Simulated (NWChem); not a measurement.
# CH6BNO (SMILES NCBO) at 4 levels

We compute a comparison of 4 runs (HF/STO-3G, HF/3-21G, B3LYP/6-31G*) of CH6BNO. 

The calculation is run with NWChem 7.3.0.

## Step 1: The structure to begin with

CH6BNO has 10 atoms, charge 0, and is taken as a singlet. SMILES: `NCBO`. Geometry: relaxed at PBE0-D4/def2-TZVP. This is a higher conformer, about 21 kJ/mol above the lowest found by a separate search.

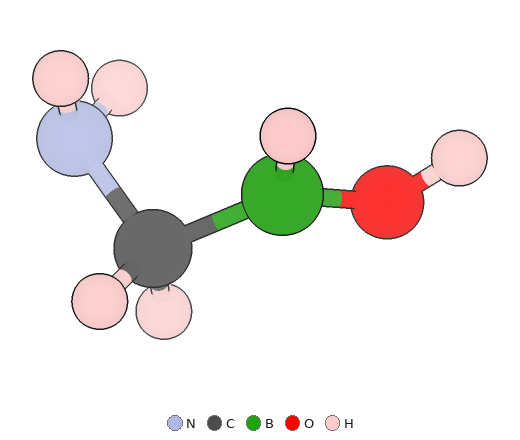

Viewed from a chosen angle; nitrogen light blue, carbon dark grey, boron green, oxygen red, hydrogen pink.

## Step 2: Energy and gradient at HF/STO-3G (run 1)

File sp.nw:

```
start sp
memory stack 880 mb heap 220 mb global 1100 mb
charge 0

geometry noautosym nocenter noautoz
  N       -1.414000      -0.250000      -0.623800
  C       -0.269700      -0.840100       0.108200
  B        0.693000       0.337600       0.484300
  O        1.835400       0.517600      -0.226100
  H       -1.090500       0.234300      -1.453200
  H       -1.888600       0.437000      -0.048900
  H        0.199100      -1.587200      -0.538100
  H       -0.666000      -1.375000       0.975500
  H        0.378300       1.154100       1.316700
  H        2.306200       1.320700       0.008300
end

basis "ao basis" spherical bse
  * library STO-3G
end

scf
  thresh 1e-08
  maxiter 80
  noprint "final vectors analysis"
end

task scf gradient
```

Launch:

```
$ nwchem sp.nw > sp.out
```

Log:

```text
[...]
  functions       =    26
[...]
  wavefunction    = RHF
[...]
         Total SCF energy =   -192.878235696574
      One-electron energy =   -489.592722599665
      Two-electron energy =    183.002826285048
 Nuclear repulsion energy =    113.711660618043
        Time for solution =      1.1s
[...]
                         RHF ENERGY GRADIENTS
    atom               coordinates                        gradient
                 x          y          z           x          y          z
   1 N      -2.672073  -0.472431  -1.178811    0.019777   0.026057   0.007618
   2 C      -0.509659  -1.587559   0.204468   -0.004144   0.012152  -0.003488
   3 B       1.309580   0.637971   0.915194   -0.026886  -0.031994  -0.012588
   4 O       3.468403   0.978122  -0.427267    0.033205   0.031530  -0.000805
   5 H      -2.060746   0.442763  -2.746150   -0.008209  -0.010266   0.013001
   6 H      -3.568937   0.825810  -0.092408    0.004564  -0.013428  -0.011226
   7 H       0.376244  -2.999373  -1.016862    0.001681  -0.003824  -0.001517
   8 H      -1.258558  -2.598373   1.843428   -0.001677  -0.003698   0.001972
   9 H       0.714883   2.180933   2.488202   -0.005428   0.018516   0.017117
  10 H       4.358086   2.495761   0.015685   -0.012884  -0.025046  -0.010083
[...]
```

Wall time 2 s (1 thread of Intel Xeon Platinum 8488C (Sapphire Rapids), shared host); peak memory 0.1 GiB.

## Step 3: Energy and forces at HF/3-21G (run 2)

File mymol.xyz:

```xyz
10

N     -1.414000    -0.250000    -0.623800
C     -0.269700    -0.840100     0.108200
B      0.693000     0.337600     0.484300
O      1.835400     0.517600    -0.226100
H     -1.090500     0.234300    -1.453200
H     -1.888600     0.437000    -0.048900
H      0.199100    -1.587200    -0.538100
H     -0.666000    -1.375000     0.975500
H      0.378300     1.154100     1.316700
H      2.306200     1.320700     0.008300
```

File run.py:

```python
from ase.io import read
from ase.calculators.nwchem import NWChem

system = read('mymol.xyz')

calc = NWChem(
    label='mymol',
    theory='scf',
    memory='2200 mb',
    basis='3-21G',
    basispar='spherical bse',
    scf={'nopen': '0', 'rhf': None, 'thresh': '1e-08', 'maxiter': '80'},
)
system.calc = calc

forces = system.get_forces()
print(f"energy = {system.get_potential_energy():.6f} eV")
print("forces (eV/A):")
for s, f in zip(system.symbols, forces):
    print(f"{s:2s} {f[0]:10.5f} {f[1]:10.5f} {f[2]:10.5f}")
print("dipole (e A):", system.get_dipole_moment().round(4))
```

Launch:

```
$ export ASE_NWCHEM_COMMAND="nwchem PREFIX.nwi > PREFIX.nwo"
$ python run.py
```

Log:

```text
energy = -5287.251753 eV
forces (eV/A):
N    -0.46131    1.12208   -0.39276
C     0.55973   -0.99193    0.58976
B    -0.84996   -0.27989    0.53895
O     0.58765    0.39580   -0.13467
H    -0.18851   -0.31460   -0.08623
H    -0.17705   -0.29979   -0.05600
H    -0.11436    0.27161    0.19941
H     0.07184    0.13262   -0.24621
H     0.03224   -0.19072   -0.15020
H     0.53967    0.15488   -0.26205
dipole (e A): [0.2919 0.5241 0.2199]
```

The calculator wrote mymol.nwi:

```
title "mymol"

permanent_dir mymol

scratch_dir mymol

start mymol

geometry units angstrom nocenter noautosym noautoz
  N  -1.4139999999999999e+00 -2.5000000000000000e-01 -6.2380000000000002e-01
  C  -2.6970000000000000e-01 -8.4009999999999996e-01 1.0820000000000000e-01
  B  6.9299999999999995e-01 3.3760000000000001e-01 4.8430000000000001e-01
  O  1.8353999999999999e+00 5.1759999999999995e-01 -2.2610000000000000e-01
  H  -1.0905000000000000e+00 2.3430000000000001e-01 -1.4532000000000000e+00
  H  -1.8886000000000001e+00 4.3700000000000000e-01 -4.8899999999999999e-02
  H  1.9910000000000000e-01 -1.5871999999999999e+00 -5.3810000000000002e-01
  H  -6.6600000000000004e-01 -1.3750000000000000e+00 9.7550000000000003e-01
  H  3.7830000000000003e-01 1.1540999999999999e+00 1.3167000000000000e+00
  H  2.3062000000000000e+00 1.3207000000000000e+00 8.3000000000000001e-03
end

memory 2200 mb

basis spherical bse noprint
   * library 3-21G
end

scf
  nopen 0
  rhf
  thresh 1e-08
  maxiter 80
end

task scf gradient
```

mymol.nwo:

```text
Northwest Computational Chemistry Package (NWChem) 7.3.0
             --------------------------------------------------------

           Job information
           ---------------

    nwchem branch   = 7.3.0
    use scalapack   = T
    input           = mymol.nwi
    prefix          = mymol.
    data base       = mymol/mymol.db
    status          = startup
    nproc           =        1

           Memory information
           ------------------

[... 5 lines left out ...]
    hardfail = no
[... 138 lines left out ...]
         Quadratically convergent ROHF
[... 15 lines left out ...]
       Final RHF  results
[... 4 lines left out ...]
      Two-electron energy =    181.693649702334
[... 35 lines left out ...]
                       ROHF Final Molecular Orbital Analysis
[... 218 lines left out ...]
                 ----------------------------------------
                 |  Time  |  1-e(secs)   |  2-e(secs)   |
                 ----------------------------------------
                 |  CPU   |       0.00   |       0.45   |
                 ----------------------------------------
                 |  WALL  |       0.00   |       0.45   |
                 ----------------------------------------

 Task  times  cpu:        2.1s     wall:        2.1s
 Total times  cpu:        2.1s     wall:        2.1s
```

Run time: 3 s. Hardware: 1 thread of Intel Xeon Platinum 8488C (Sapphire Rapids), shared host; peak memory 0.099 GiB.

Run 3 isn't shown in full; the table further down has it.

## Step 4: Energy and forces at B3LYP/6-31G(d) (Cartesian functions) (run 4)

File run.py:

```python
from ase import Atoms
from ase.calculators.nwchem import NWChem

molecule = Atoms(['N', 'C', 'B', 'O', 'H', 'H', 'H', 'H', 'H', 'H'], positions=[
    [-1.414000, -0.250000, -0.623800],
    [-0.269700, -0.840100, 0.108200],
    [0.693000, 0.337600, 0.484300],
    [1.835400, 0.517600, -0.226100],
    [-1.090500, 0.234300, -1.453200],
    [-1.888600, 0.437000, -0.048900],
    [0.199100, -1.587200, -0.538100],
    [-0.666000, -1.375000, 0.975500],
    [0.378300, 1.154100, 1.316700],
    [2.306200, 1.320700, 0.008300],
])

calc = NWChem(
    label='mol',
    theory='dft',
    memory='2200 mb',
    basis='6-31G*',
    dft={'xc': 'b3lyp', 'mult': '1', 'grid': 'xfine', 'convergence': 'energy 1e-08', 'iterations': '100', 'mulliken': None},
)
molecule.calc = calc

forces = molecule.get_forces()
print("Total energy (eV):", round(molecule.get_potential_energy(), 6))
print("forces (eV/A):")
for s, f in zip(molecule.symbols, forces):
    print(f"{s:2s} {f[0]:10.5f} {f[1]:10.5f} {f[2]:10.5f}")
print("dipole (e A):", molecule.get_dipole_moment().round(4))
```

Launch:

```
$ export ASE_NWCHEM_COMMAND="nwchem PREFIX.nwi > PREFIX.nwo"
$ python run.py
```

Log:

```text
Total energy (eV): -5348.972053
forces (eV/A):
N    -0.35209   -0.23135   -0.15925
C     0.23335   -0.08546    0.12845
B    -0.03173    0.13375    0.23952
O     0.02905   -0.34283   -0.28791
H     0.08526    0.13550   -0.17550
H    -0.07826    0.18656    0.12573
H     0.02278   -0.07785   -0.07225
H    -0.06808   -0.06515    0.07950
H    -0.00303   -0.00509   -0.01358
H     0.16280    0.35193    0.13529
dipole (e A): [0.2224 0.426  0.1073]
```

The calculator wrote mol.nwi:

```
title "mol"

permanent_dir mol

scratch_dir mol

start mol

geometry units angstrom nocenter noautosym noautoz
  N  -1.4139999999999999e+00 -2.5000000000000000e-01 -6.2380000000000002e-01
  C  -2.6970000000000000e-01 -8.4009999999999996e-01 1.0820000000000000e-01
  B  6.9299999999999995e-01 3.3760000000000001e-01 4.8430000000000001e-01
  O  1.8353999999999999e+00 5.1759999999999995e-01 -2.2610000000000000e-01
  H  -1.0905000000000000e+00 2.3430000000000001e-01 -1.4532000000000000e+00
  H  -1.8886000000000001e+00 4.3700000000000000e-01 -4.8899999999999999e-02
  H  1.9910000000000000e-01 -1.5871999999999999e+00 -5.3810000000000002e-01
  H  -6.6600000000000004e-01 -1.3750000000000000e+00 9.7550000000000003e-01
  H  3.7830000000000003e-01 1.1540999999999999e+00 1.3167000000000000e+00
  H  2.3062000000000000e+00 1.3207000000000000e+00 8.3000000000000001e-03
end

memory 2200 mb

basis noprint
   * library 6-31G*
end

dft
  xc b3lyp
  mult 1
  grid xfine
  convergence energy 1e-08
  iterations 100
  mulliken
end

task dft gradient
```

mol.nwo:

```text
Northwest Computational Chemistry Package (NWChem) 7.3.0
             --------------------------------------------------------

           Job information
           ---------------

    nwchem branch   = 7.3.0
    use scalapack   = T
    input           = mol.nwi
    prefix          = mol.
    data base       = mol/mol.db
    status          = startup
    nproc           =        1

           Memory information
           ------------------

[... 5 lines left out ...]
    hardfail = no
[... 109 lines left out ...]
  convergence criterion.
[... 44 lines left out ...]
          Spatial weights used:  Erf1
[... 32 lines left out ...]
 1-e energy   =    -487.755440
[... 45 lines left out ...]
           Coulomb energy =      208.650354536889
[... 573 lines left out ...]
          Convergence on density requested:  1.00D-05
[... 30 lines left out ...]
          total energy or number of iterations.
[... 36 lines left out ...]
                 ----------------------------------------
                 |  Time  |  1-e(secs)   |  2-e(secs)   |
                 ----------------------------------------
                 |  CPU   |       0.00   |       2.56   |
                 ----------------------------------------
                 |  WALL  |       0.00   |       2.56   |
                 ----------------------------------------

 Task  times  cpu:       36.8s     wall:       36.8s
 Total times  cpu:       36.8s     wall:       36.8s
```

It took 38 s on 1 thread of Intel Xeon Platinum 8488C (Sapphire Rapids), shared host; peak memory 0.14 GiB.

## Step 5: Overview of the runs

```csv
run,level,iteration cap,module,energy (Eh),dipole moment (D),largest force (eV/Å),wall time
1,HF/STO-3G,80,scf,-192.878236,2.72,2.355,2 s
2,HF/3-21G,80,scf,-194.302920,3.07,1.283,3 s
3,B3LYP/6-31G* (spherical functions),100,dft,-196.567690,2.36,0.448,36 s
4,B3LYP/6-31G* (Cartesian functions),100,dft,-196.571099,2.36,0.450,38 s
```

## Step 6: Summary of results

| quantity | value |
| --- | --- |
| run 4: total energy | -196.57110 Eh |
| run 4: dipole moment | 2.36 D |
| run 4: HOMO energy | -5.94 eV |
| run 4: LUMO energy | 0.28 eV |
| run 4: HOMO–LUMO gap | 6.22 eV |
| run 4: largest force on an atom | 0.450 eV/Å |

The dipole moment (its size) runs from 2.36 D (B3LYP/6-31G*) to 3.07 D (HF/3-21G). The two ends differ in method and basis. In run 1 the basis is minimal, so the values are rough. All runs together took 79 s, the longest 38 s.
